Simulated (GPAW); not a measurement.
# Screening of a field by C/Pt(100)

Aim: the dipole that a field along the normal induces in C/Pt(100).

Program: GPAW 26.7.0. Level of theory: GPAW, PAW setups; slab in vacuum, relaxation, in the first sound run; inputs show where later runs differ. Results are calculated unless marked as measured.

### 1. Starting point

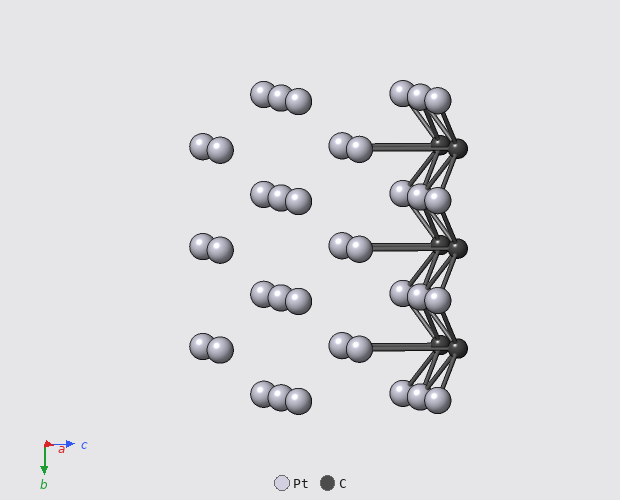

The cell as given, from the side, with the c axis across the page (platinum light grey, carbon dark grey). 2×3×1 cells are drawn. Some periodic images of atoms are drawn too.

The cell holds 5 atoms: 4 Pt and 1 C. Its edges and angles: a = 2.772 Å, b = 2.772 Å, c = 24.688 Å, α = 90.0°, β = 90.0°, γ = 90.0°. Vacuum lies along c.

### 2. Relaxing the atoms

Forces are removed first; all later runs use this geometry. The lowest 2 atoms are held at bulk positions and keep their forces.

run.py

```python
import json
import numpy as np
from ase import Atoms
from ase.constraints import FixAtoms
from ase.optimize import BFGS
from gpaw import GPAW, PW

slab = Atoms(
    ['Pt', 'Pt', 'Pt', 'Pt', 'C'],
    positions=[
        [1.38593, 1.38593, 9.00000],
        [0.00000, 0.00000, 10.96000],
        [1.38593, 1.38593, 12.92000],
        [0.00000, 0.00000, 14.88000],
        [1.38593, 1.38593, 15.68796]],
    cell=[[2.77186, 0.0, 0.0], [0.0, 2.77186, 0.0], [0.0, 0.0, 24.68796]],
    pbc=[True, True, False])

slab.calc = GPAW(mode=PW(500), xc='PBE', kpts={'size': (11, 11, 1), 'gamma': True},
                 occupations={'name': 'fermi-dirac', 'width': 0.1}, nbands='160%',
                 convergence={'density': 1e-05}, maxiter=200,
                 poissonsolver={'dipolelayer': 'xy'},
                 symmetry={'tolerance': 1e-3, 'extra_ids': [1, 1, 0, 0, 0]}, txt='slab.txt')
result = {}
slab.set_constraint(FixAtoms([0, 1]))
path = []
opt = BFGS(slab, maxstep=0.2)
opt.attach(lambda: path.append((slab.get_potential_energy(), slab.positions.tolist(), slab.get_forces().tolist())))
result['relaxed'] = bool(opt.run(fmax=0.03, steps=40))
result['path'] = path
energy = slab.get_potential_energy()
fermi = slab.calc.get_fermi_level()
v = slab.calc.get_electrostatic_potential().mean((0, 1)) - fermi
n = slab.calc.get_pseudo_density().mean((0, 1))
L = slab.cell[2, 2]
z = np.arange(len(v)) * L / len(v)
low, high = slab.positions[:, 2].min(), slab.positions[:, 2].max()
below, above = np.interp([low - 6.8, high + 6.8], z, v)
slopes = [np.interp(x, z, np.gradient(v, z)) for x in (low - 6.8, high + 6.8)]
eps = np.array([[slab.calc.get_eigenvalues(k, s) for k in range(len(slab.calc.get_ibz_k_points()))]
                for s in range(slab.calc.get_number_of_spins())]) - fermi
top, bottom = eps[eps < 0].max(), eps[eps > 0].min()
dipole = slab.get_dipole_moment()[2]
print(f'energy {energy:.4f} eV, Fermi level {fermi:.4f} eV, dipole {dipole:.5f} e A')
print(f'potential 6.8 A off the faces, from the Fermi level: lower {below:.4f} eV, upper {above:.4f} eV')
print(f'slope of the potential there: lower {slopes[0]:.5f}, upper {slopes[1]:.5f} eV/A')
print(f'nearest levels on the mesh: {top:.4f} and {bottom:.4f} eV')
print('magnetic moment', round(slab.get_magnetic_moment(), 3))
result.update(energy=energy, fermi=fermi, dipole=dipole, below=below, above=above, slopes=slopes, edges=[top, bottom],
              z=z.tolist(), v=v.tolist(), n=n.tolist(), positions=slab.positions.tolist(),
              forces=slab.get_forces(apply_constraint=False).tolist(), moments=slab.get_magnetic_moments().tolist())
json.dump(result, open('result.json', 'w'))
```

Command:

```
$ OMP_NUM_THREADS=1 OPENBLAS_NUM_THREADS=1 python run.py
```

Output:

```text
Step          Energy          fmax
BFGS:    0      -30.427866        1.212945
BFGS:    1      -30.455134        0.948484
BFGS:    2      -30.496082        0.352055
BFGS:    3      -30.503027        0.393812
BFGS:    4      -30.514858        0.533431
BFGS:    5      -30.530724        0.543389
BFGS:    6      -30.546743        0.383384
BFGS:    7      -30.557119        0.269920
BFGS:    8      -30.563867        0.249931
BFGS:    9      -30.567634        0.234445
BFGS:   10      -30.570317        0.273763
BFGS:   11      -30.576014        0.314933
BFGS:   12      -30.581412        0.223034
BFGS:   13      -30.585019        0.058853
BFGS:   14      -30.585320        0.006704
energy -30.4790 eV, Fermi level 0.4434 eV, dipole -0.01561 e A
potential 6.8 A off the faces, from the Fermi level: lower 5.6752 eV, upper 6.0505 eV
slope of the potential there: lower -0.00011, upper 0.00002 eV/A
nearest levels on the mesh: -0.0341 and 0.0000 eV
magnetic moment 0.0
```

Run time: 37 min. Hardware: 1 thread of Arm Neoverse V1, shared host; peak memory 0.3 GiB.

Relaxation path:

```tsv
step	energy less that of the first step (eV)	largest force (eV/Å)
1	0.0000	1.2129
2	-0.0258	0.9485
3	-0.0625	0.3521
4	-0.0684	0.3938
5	-0.0790	0.5334
6	-0.0939	0.5434
7	-0.1092	0.3834
8	-0.1191	0.2699
9	-0.1257	0.2499
10	-0.1298	0.2344
11	-0.1329	0.2738
12	-0.1401	0.3149
13	-0.1468	0.2230
14	-0.1493	0.0589
15	-0.1488	0.0067
```

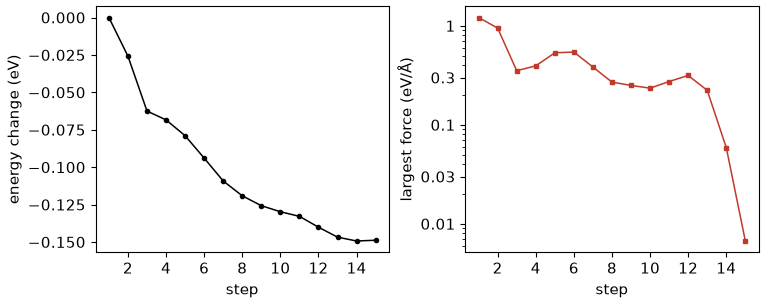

Energy and largest force along the relaxation.

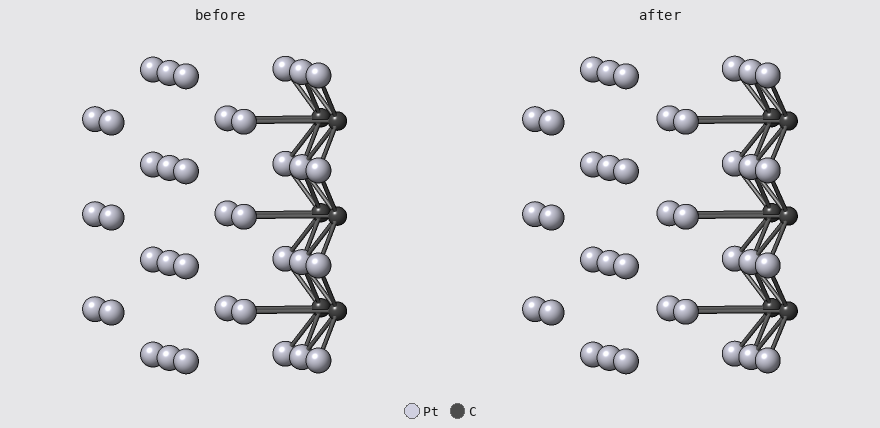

The structure before and after the relaxation, drawn at the same scale.

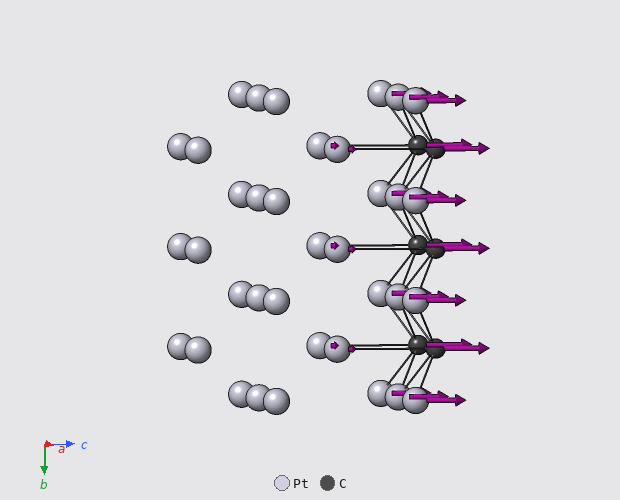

Displacements in the relaxation, exaggerated; the longest in the cell stands for 0.32 Å. 2×3×1 cells are drawn. Some periodic images of atoms are drawn too.

The atoms that moved most (Å):

```tsv
atom	dx	dy	dz	length
C5	0.000	0.000	0.320	0.320
Pt4	0.000	0.000	0.277	0.277
Pt3	0.000	0.000	0.059	0.059
```

Final coordinates:

```xyz
5
Lattice="2.7719 0.0000 0.0000 0.0000 2.7719 0.0000 0.0000 0.0000 24.6880" Properties=species:S:1:pos:R:3
Pt    1.3859    1.3859    9.0000
Pt    0.0000    0.0000   10.9600
Pt    1.3859    1.3859   12.9790
Pt    0.0000    0.0000   15.1565
C     1.3859    1.3859   16.0077
```

This step gave:

```yaml
dipole_along_the_normal: -0.01561 e·Å
levels_nearest_the_fermi_level_on_the_mesh: -0.03413, 4.47e-5 eV from the Fermi level
upper_work_function: 6.051 eV
lower_work_function: 5.675 eV
```

The electrostatic potential energy of an electron (without an applied field's), less the Fermi level, planar mean oscillates, so the rows of the table below give means over windows of 1 Å about each position, cut where the curve ends. Its maxima inside the range that stand out by 2 % of the span (Å: eV): 9.9: -2.55, 12.0: -2.04, 14.1: -1.04. Its minima: 9.0: -22.4, 11.0: -22.8, 13.0: -22.6, 15.2: -25.5.

The electrostatic potential energy of an electron (without an applied field's), less the Fermi level, planar mean by z; means over each step:

```tsv
z (Å)	electrostatic potential energy of an electron (without an applied field's), less the Fermi level, planar mean (eV)
0	5.75
1	5.68
2	5.68
3	5.68
4	5.67
5	5.67
6	5.65
7	5.34
8	0.133
9	-17.6
10	-5.65
11	-18.1
12	-5.02
13	-18.0
14	-3.61
15	-19.7
16	-13.1
17	4.04
18	5.98
19	6.05
20	6.05
21	6.05
22	6.05
23	6.05
24	6.04
```

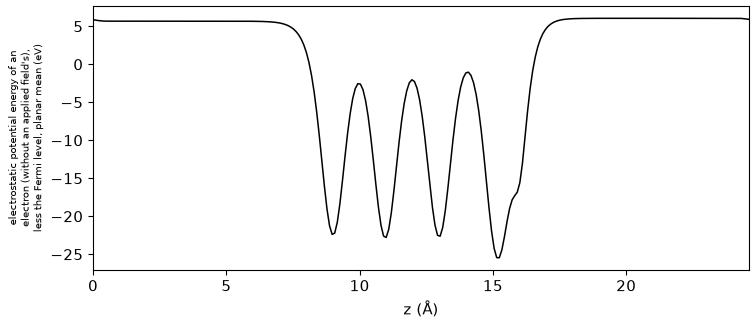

Electrostatic potential energy of an electron (without an applied field's), less the Fermi level, planar mean, plotted against z.

The pseudo valence density, planar mean oscillates, so the rows of the table below give means over windows of 1.93 Å about each position, cut where the curve ends. Its maxima inside the range that stand out by 2 % of the span (Å: e/Å³): 9.1: 2.06, 11.0: 2.10, 12.9: 2.08, 15.2: 2.13. Its minima: 10.0: 0.429, 12.0: 0.391, 14.1: 0.317.

The pseudo valence density, planar mean by z; means over each step:

```tsv
z (Å)	pseudo valence density, planar mean (e/Å³)
4.83	6.8e-5
6.76	0.0154
8.69	0.981
10.62	1.07
12.55	1.05
14.48	0.968
16.41	0.506
18.34	0.00384
20.27	6.5e-6
```

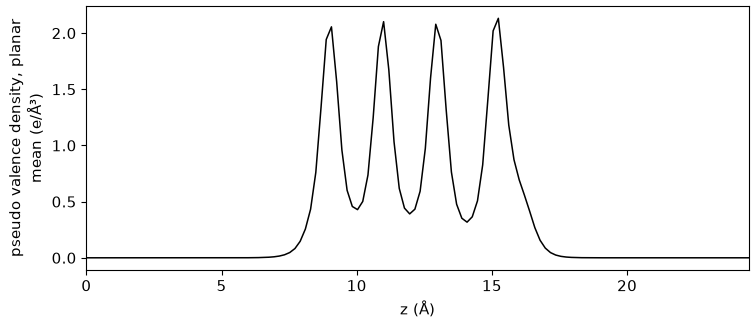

Pseudo valence density, planar mean against z.

The relaxation lowered the energy of the cell by 0.149 eV (energies extrapolated to zero smearing; the optimiser's log prints free energies). The largest force left on a free atom is 0.0067 eV/Å.

### 3. Plane waves, PBE

The work function is the vacuum plateau of the electrostatic potential less the Fermi level; a dipole layer lets the two faces have plateaus of their own.

This step: GPAW, PAW setups; slab in vacuum (GPAW 26.7.0).

run.py, as its differences from that of step 2:

```diff
@@ -3,4 +3,2 @@
 from ase import Atoms
-from ase.constraints import FixAtoms
-from ase.optimize import BFGS
 from gpaw import GPAW, PW
@@ -12,5 +10,5 @@
         [0.00000, 0.00000, 10.96000],
-        [1.38593, 1.38593, 12.92000],
-        [0.00000, 0.00000, 14.88000],
-        [1.38593, 1.38593, 15.68796]],
+        [1.38593, 1.38593, 12.97897],
+        [0.00000, 0.00000, 15.15653],
+        [1.38593, 1.38593, 16.00771]],
     cell=[[2.77186, 0.0, 0.0], [0.0, 2.77186, 0.0], [0.0, 0.0, 24.68796]],
@@ -22,10 +20,4 @@
                  poissonsolver={'dipolelayer': 'xy'},
-                 symmetry={'tolerance': 1e-3, 'extra_ids': [1, 1, 0, 0, 0]}, txt='slab.txt')
+                 symmetry={'tolerance': 1e-3}, txt='slab.txt')
 result = {}
-slab.set_constraint(FixAtoms([0, 1]))
-path = []
-opt = BFGS(slab, maxstep=0.2)
-opt.attach(lambda: path.append((slab.get_potential_energy(), slab.positions.tolist(), slab.get_forces().tolist())))
-result['relaxed'] = bool(opt.run(fmax=0.03, steps=40))
-result['path'] = path
 energy = slab.get_potential_energy()
```

Output:

```text
energy -30.4790 eV, Fermi level 0.4434 eV, dipole -0.01589 e A
potential 6.8 A off the faces, from the Fermi level: lower 5.6752 eV, upper 6.0499 eV
slope of the potential there: lower -0.00006, upper -0.00004 eV/A
nearest levels on the mesh: -0.0341 and 0.0001 eV
magnetic moment 0.0
```

Wall time 3.1 min (1 thread); peak memory 0.29 GiB.

Numbers from this step:

| Item | Value |
| --- | --- |
| dipole along the normal | -0.01589 e·Å |
| levels nearest the Fermi level on the mesh | -0.03407, 1.14e-4 eV from the Fermi level |
| upper work function | 6.050 eV |

The electrostatic potential energy of an electron (without an applied field's), less the Fermi level, planar mean oscillates, so the rows of the table below give means over windows of 1 Å about each position, cut where the curve ends. Its maxima inside the range that stand out by 2 % of the span (Å: eV): 9.9: -2.55, 12.0: -2.04, 14.1: -1.04. Its minima: 9.0: -22.4, 11.0: -22.8, 13.0: -22.6, 15.2: -25.5.

The electrostatic potential energy of an electron (without an applied field's), less the Fermi level, planar mean by z; means over each step:

```tsv
z (Å)	electrostatic potential energy of an electron (without an applied field's), less the Fermi level, planar mean (eV)
0	5.75
1	5.68
2	5.68
3	5.68
4	5.68
5	5.67
6	5.65
7	5.34
8	0.134
9	-17.6
10	-5.65
11	-18.1
12	-5.02
13	-18.0
14	-3.61
15	-19.7
16	-13.1
17	4.04
18	5.98
19	6.05
20	6.05
21	6.05
22	6.05
23	6.05
24	6.04
```

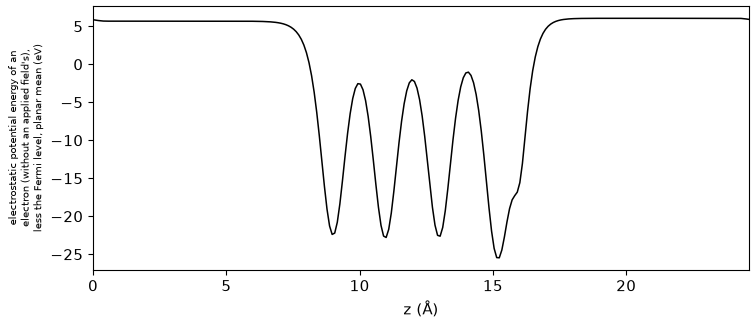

Electrostatic potential energy of an electron (without an applied field's), less the Fermi level, planar mean against z.

The pseudo valence density, planar mean oscillates, so the rows of the table below give means over windows of 1.93 Å about each position, cut where the curve ends. Its maxima inside the range that stand out by 2 % of the span (Å: e/Å³): 9.1: 2.06, 11.0: 2.10, 12.9: 2.08, 15.2: 2.13. Its minima: 10.0: 0.429, 12.0: 0.391, 14.1: 0.317.

The pseudo valence density, planar mean by z; means over each step:

```tsv
z (Å)	pseudo valence density, planar mean (e/Å³)
4.83	6.8e-5
6.76	0.0154
8.69	0.981
10.62	1.07
12.55	1.05
14.48	0.968
16.41	0.506
18.34	0.00384
20.27	6.4e-6
```

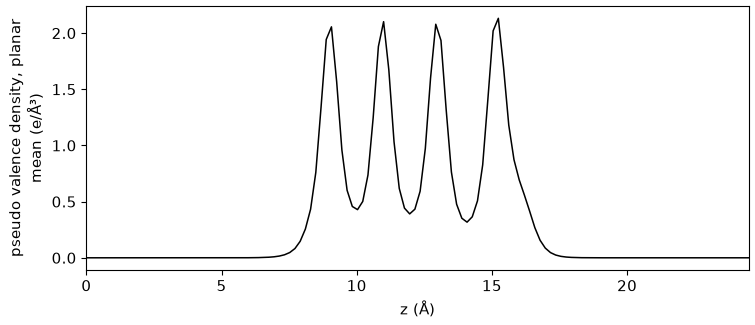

Pseudo valence density, planar mean, plotted against z.

The potential is flat to 5.5e-5 eV/Å where it is read, so the vacuum is wide enough.

### 4. In a field

A uniform field along the normal polarises the slab; the atoms stay fixed, so this is the electronic response alone.

run.py, as its differences from that of step 3:

```diff
@@ -4,2 +4,3 @@
 from gpaw import GPAW, PW
+from gpaw.external import ConstantElectricField
 
@@ -20,2 +21,3 @@
                  poissonsolver={'dipolelayer': 'xy'},
+                 external=ConstantElectricField(-0.2, [0, 0, 1]),
                  symmetry={'tolerance': 1e-3}, txt='slab.txt')
```

Output:

```text
energy -30.4902 eV, Fermi level 0.4580 eV, dipole -0.09656 e A
potential 6.8 A off the faces, from the Fermi level: lower 4.7015 eV, upper 6.9759 eV
slope of the potential there: lower -0.00006, upper -0.00002 eV/A
nearest levels on the mesh: -0.0334 and 0.0008 eV
magnetic moment 0.0
```

Elapsed: 8.5 min, on 1 thread; peak memory 0.55 GiB.

Numbers from this step:

| Item | Value |
| --- | --- |
| dipole along the normal | -0.09656 e·Å |
| levels nearest the Fermi level on the mesh | -0.03341, 7.76e-4 eV from the Fermi level |
| potential below the slab, the applied field's own ramp left out | 4.702 eV from the Fermi level |
| potential above the slab, the applied field's own ramp left out | 6.976 eV from the Fermi level |

The electrostatic potential energy of an electron (without an applied field's), less the Fermi level, planar mean oscillates, so the rows of the table below give means over windows of 2 Å about each position, cut where the curve ends. Its maxima inside the range that stand out by 2 % of the span (Å: eV): 9.9: -3.03, 12.0: -2.11, 14.1: -0.691, 20.3: 6.98. Its minima: 9.0: -23.1, 11.0: -23.1, 13.0: -22.5, 15.2: -24.9.

Table of electrostatic potential energy of an electron (without an applied field's), less the Fermi level, planar mean by z; means over each step:

```tsv
z (Å)	electrostatic potential energy of an electron (without an applied field's), less the Fermi level, planar mean (eV)
0	4.92
2	4.70
4	4.70
6	4.66
8	-3.87
10	-12.5
12	-11.5
14	-9.66
16	-11.2
18	6.76
20	6.98
22	6.98
24	6.90
```

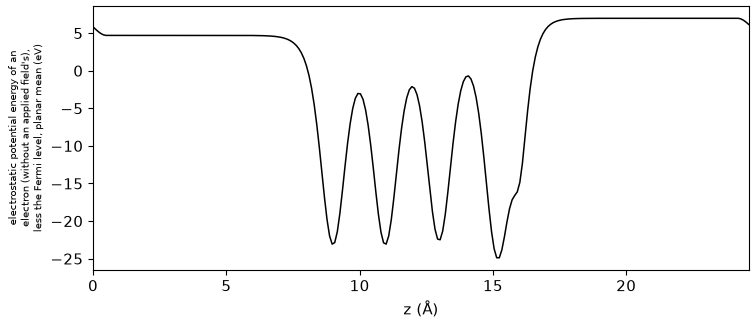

Electrostatic potential energy of an electron (without an applied field's), less the Fermi level, planar mean against z.

The dipole is now -0.0966 e Å, against -0.016 in the run without a field.

### 5. Field on

run.py, as its differences from that of step 4:

```diff
@@ -21,3 +21,3 @@
                  poissonsolver={'dipolelayer': 'xy'},
-                 external=ConstantElectricField(-0.2, [0, 0, 1]),
+                 external=ConstantElectricField(-0.1, [0, 0, 1]),
                  symmetry={'tolerance': 1e-3}, txt='slab.txt')
```

Output:

```text
energy -30.4826 eV, Fermi level 0.4510 eV, dipole -0.05625 e A
potential 6.8 A off the faces, from the Fermi level: lower 5.1878 eV, upper 6.5126 eV
slope of the potential there: lower -0.00006, upper -0.00002 eV/A
nearest levels on the mesh: -0.0337 and 0.0005 eV
magnetic moment 0.0
```

Run time: 7.9 min. Hardware: 1 thread; peak memory 0.55 GiB.

This step gave:

```yaml
dipole_along_the_normal: -0.05625 e·Å
levels_nearest_the_fermi_level_on_the_mesh: -0.03371, 4.76e-4 eV from the Fermi level
potential_below_the_slab_the_applied_field_s_own_ramp_left_out: 5.188 eV from the Fermi level
potential_above_the_slab_the_applied_field_s_own_ramp_left_out: 6.513 eV from the Fermi level
```

The electrostatic potential energy of an electron (without an applied field's), less the Fermi level, planar mean oscillates, so the rows of the table below give means over windows of 2 Å about each position, cut where the curve ends. Its maxima inside the range that stand out by 2 % of the span (Å: eV): 9.9: -2.79, 12.0: -2.08, 14.1: -0.864. Its minima: 9.0: -22.7, 11.0: -22.9, 13.0: -22.6, 15.2: -25.2.

Electrostatic potential energy of an electron (without an applied field's), less the Fermi level, planar mean against z; means over each step:

```tsv
z (Å)	electrostatic potential energy of an electron (without an applied field's), less the Fermi level, planar mean (eV)
0	5.31
2	5.19
4	5.19
6	5.15
8	-3.45
10	-12.3
12	-11.4
14	-9.82
16	-11.5
18	6.31
20	6.51
22	6.51
24	6.47
```

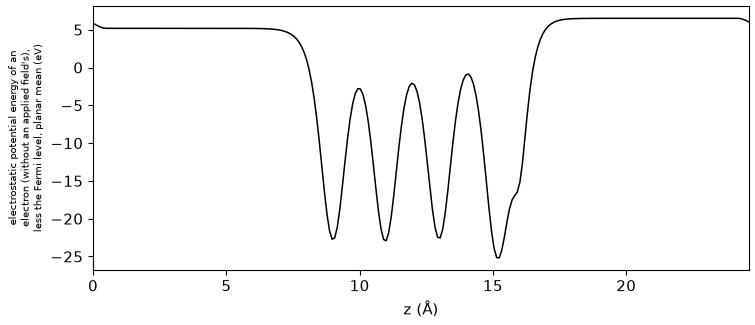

Electrostatic potential energy of an electron (without an applied field's), less the Fermi level, planar mean against z.

The dipole is now -0.0562 e Å, against -0.016 in the run without a field.

### 6. Field on

run.py, as its differences from that of step 5:

```diff
@@ -21,3 +21,3 @@
                  poissonsolver={'dipolelayer': 'xy'},
-                 external=ConstantElectricField(-0.1, [0, 0, 1]),
+                 external=ConstantElectricField(-0.05, [0, 0, 1]),
                  symmetry={'tolerance': 1e-3}, txt='slab.txt')
```

Output:

```text
energy -30.4803 eV, Fermi level 0.4472 eV, dipole -0.03610 e A
potential 6.8 A off the faces, from the Fermi level: lower 5.4311 eV, upper 6.2815 eV
slope of the potential there: lower -0.00006, upper -0.00002 eV/A
nearest levels on the mesh: -0.0340 and 0.0002 eV
magnetic moment 0.0
```

Run time: 9.5 min. Hardware: 1 thread; peak memory 0.55 GiB.

The electrostatic potential energy of an electron (without an applied field's), less the Fermi level, planar mean oscillates, so the rows of the table below give means over windows of 1 Å about each position, cut where the curve ends. Its maxima inside the range that stand out by 2 % of the span (Å: eV): 9.9: -2.67, 12.0: -2.06, 14.1: -0.951. Its minima: 9.0: -22.6, 11.0: -22.9, 13.0: -22.6, 15.2: -25.3.

Table of electrostatic potential energy of an electron (without an applied field's), less the Fermi level, planar mean by z; means over each step:

```tsv
z (Å)	electrostatic potential energy of an electron (without an applied field's), less the Fermi level, planar mean (eV)
0	5.59
1	5.43
2	5.43
3	5.43
4	5.43
5	5.43
6	5.41
7	5.10
8	-0.0816
9	-17.8
10	-5.76
11	-18.2
12	-5.03
13	-17.9
14	-3.53
15	-19.5
16	-12.9
17	4.26
18	6.21
19	6.28
20	6.28
21	6.28
22	6.28
23	6.28
24	6.26
```

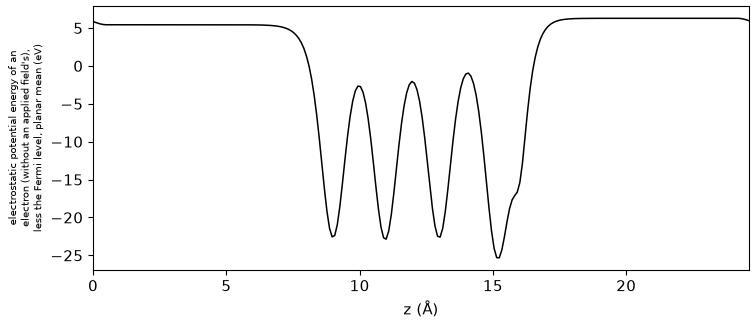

Electrostatic potential energy of an electron (without an applied field's), less the Fermi level, planar mean, plotted against z.

[end of part 1 of 2]

[Logs are printed without paths, hosts, clocks, repeated set-up lines and the standing remarks that a program may print on its own settings, such as how far it seeks lower states.]

[Hosts, paths, dates, database ids (printed as entryN), source tags and the programs' standing remarks are cut or masked in the printed files.]
